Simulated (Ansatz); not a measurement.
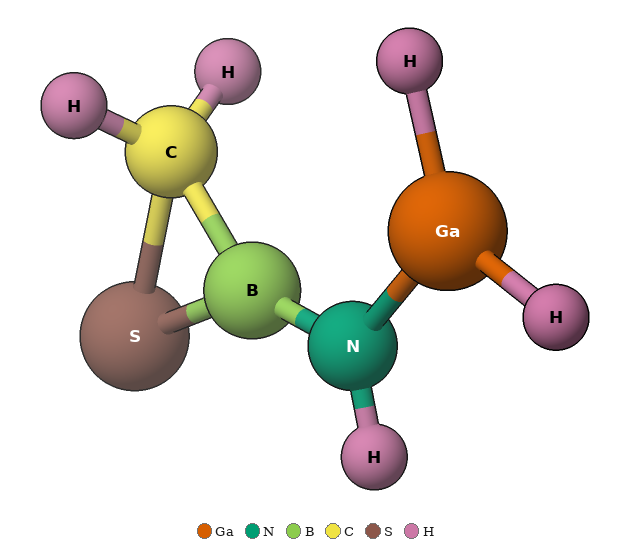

A ball-and-stick model of a molecule.

Description:

It has 10 atoms: 1 carbon, 5 hydrogen, 1 boron, 1 gallium, 1 nitrogen and 1 sulfur (CH5BGaNS). SMILES: `[GaH2][NH]B1CS1`. This geometry has Cs symmetry. Coordination, clear cases only: 1 Ga trigonal planar; 1 N trigonal planar.

More results for the same structure follow; atom numbers are the same in all pictures, views and colours differ. The computed structure is the end point of a PBE0-D4/def2-TZVP optimisation.

Levels of theory compared

Program: Ansatz 0.2.0.

Tabulate dipole (D) at these levels: B3LYP-D4/def2-TZVPP; PBE-D4/def2-TZVPP; PBE0-D4/def2-TZVP; r2SCAN-D4/def2-TZVPP; ωB97M-V/def2-TZVPP.

```
               level  dipole (D)
 B3LYP-D4/def2-TZVPP        2.46
   PBE-D4/def2-TZVPP        2.27
   PBE0-D4/def2-TZVP        2.54
r2SCAN-D4/def2-TZVPP        2.45
  ωB97M-V/def2-TZVPP        2.60
```

Vibrations

Harmonic vibrations computed with RKS PBE0-D4/def2-TZVP (Ansatz 0.2.0) at a stationary point of the same level.

List the wavenumbers.

Answer. 24 modes: 84, 105, 193, 281, 380, 452, 576, 618, 670, 690, 728, 777, 872, 876, 941, 1024, 1229, 1432, 1541, 2006, 2028, 3116, 3191, 3604 cm⁻¹.

Charges

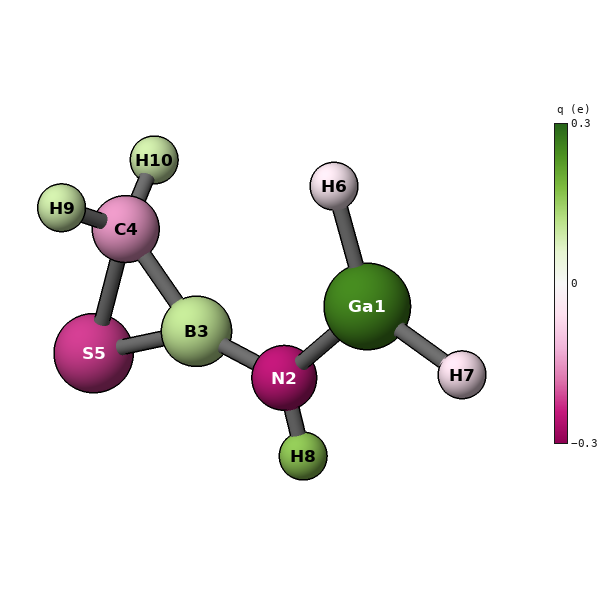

Atoms are coloured by their Mulliken charges. Properties computed with RKS r2SCAN-D4/def2-TZVPP (Ansatz 0.2.0).

Which atom carries the highest charge (most positive or least negative)?

Answer. Ga1 (0.25 e).

And the lowest?

Answer. N2 (−0.24 e).

Give the Mulliken charges atom by atom.

```tsv
atom	value (e)
Ga1	0.25
N2	−0.24
B3	0.11
C4	−0.15
S5	−0.22
H6	−0.04
H7	−0.05
H8	0.16
H9	0.09
H10	0.09
```

Mulliken values depend strongly on the basis set and can even reverse the polarity of a bond.
